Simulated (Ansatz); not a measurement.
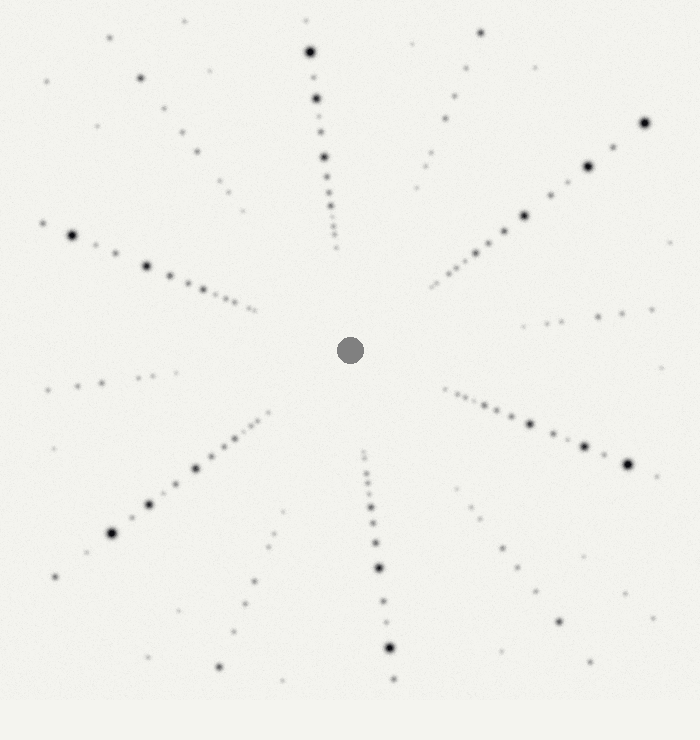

Simulated back-reflection Laue pattern (white X-rays, 0.45 to 2.2 Å, flat plate covering ±45° about the beam, kinematic intensities, seen from the source).

Question: Which symmetry elements lie along the beam?

Answer: 3m: a threefold axis with three mirror lines.

The crystal is Zr2B3, space group P321 (No. 150), a = 3.21 Å, c = 7.21 Å (hexagonal axes). Structure: the geometry relaxed with DFT PBE, scalar-relativistic, plane waves, PAW in Ansatz 0.2.0; the starting structure was generated, so it need not be a known form of this composition.

Question: Which direction points towards the source?

Answer: [001] or one equivalent to it by a rotation of the Laue group. In Laue class -3m no other family of directions with a member of indices 0 and ±1 has this symmetry.
